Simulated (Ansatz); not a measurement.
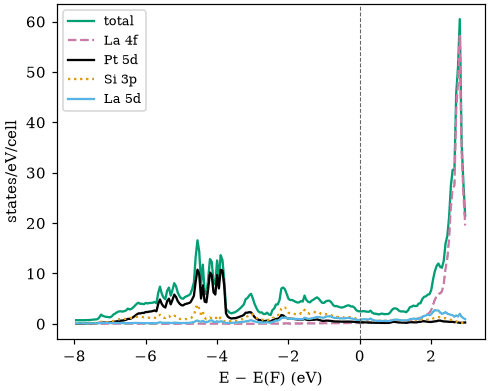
Fig. 1. Total and projected density of states of LaSi$_{2}$Pt in space group Cmcm (No. 63; La on 4c, Si on 4c, Si on 4c, Pt on 4c), plane-wave PAW r²SCAN (Ansatz code)

Problem. Which orbitals carry the states next to the Fermi level?

Solution. Within 0.5 eV of the Fermi level: Si 3p 34 %, La 5d 33 %, Pt 5d 12 %, La 4f 7 %, Si 3s 5 %, outside the projected shells 5 %. Projections are on Löwdin-orthogonalised atomic valence shells; empty p or d shells of many metals are not among them.

Problem. Where is the tallest occupied peak in this window, and what makes it?

Solution. Near -4.5 eV, about 17 states/eV per cell; the largest projected share is Pt 5d.

The first step of the workflow began from a Materials Project structure, measured or hypothetical; the Crystallography Open Database copy checked does not list it. Its standing as an ambient phase is unchecked. The cell was relaxed with r²SCAN under the symmetry of its start; its stability against distortions is not shown here. The run is not spin-polarised. Scalar-relativistic: spin–orbit coupling is off unless named, which matters more the heavier the elements.

Potentials: the later of the program's two PAW sets.
